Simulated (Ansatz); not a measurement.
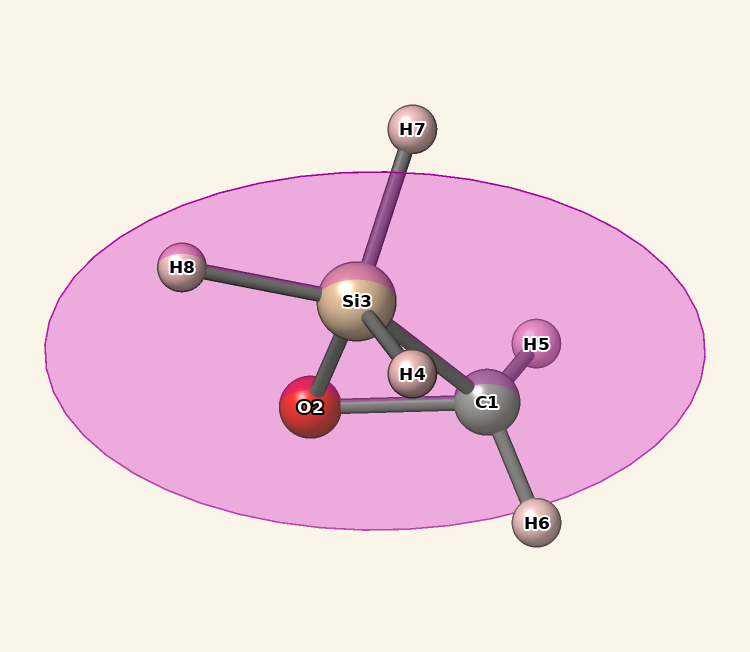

A disc through the centre of mass is drawn in. Depth is shown by fading: the farther an atom, the more it takes the colour of the background. The species has charge −1 and is a spin singlet. Computed geometry: PBE0-D4/def2-TZVPD optimisation. No frequency run is at hand to confirm it as a minimum.

Is the plane of the disc a mirror plane of the structure?

Answer. Yes. The reflection leaves C1, O2, Si3, H8 in place and moves H4 ↔ H7; H5 ↔ H6. The point group is Cs.
